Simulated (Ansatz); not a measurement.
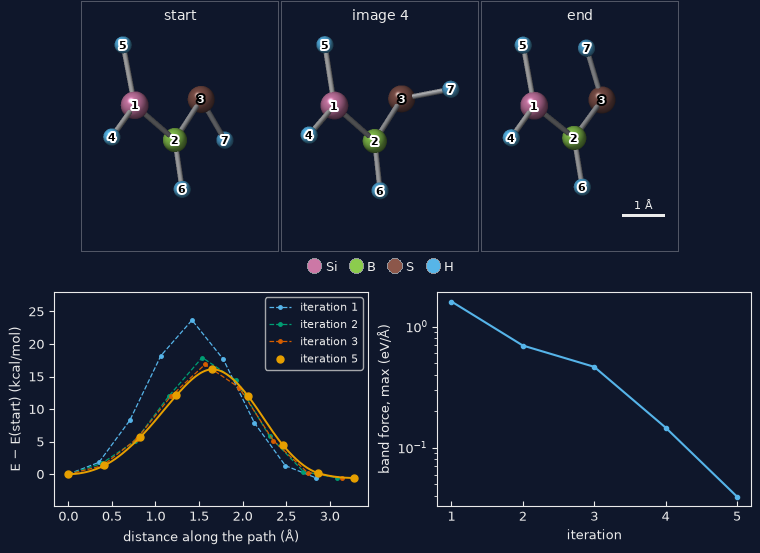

A search for the minimum-energy path of BSiH4S (multiplicity 2) by the nudged elastic band. Images are numbered from 0 (start) to 8 (end). The plot follows the band through its iterations. A ball-and-stick model, seen from a free direction.

These are results of Ansatz 0.2.0, UKS PBE0-D4/def2-SVP, not measurements. Run with 7 movable images; climbing image; force threshold 0.05 eV/Å; iteration limit 53; starting path by image-dependent pair potential.

> How did the profile develop, and is the result final?

The result is final at these settings. The band converged in 5 iterations. The largest component of the band force went from 1.6 to 0.039 eV/Å. The climbing image converged on the top of the path. Its vibrational analysis gives one imaginary mode (613i cm⁻¹), as a transition state must have. The first iteration put the highest image at 23.7 kcal/mol. Forward barrier 16.1 kcal/mol, backward barrier 16.7 kcal/mol, with image 4 at the top; the reaction energy is −0.6 kcal/mol.
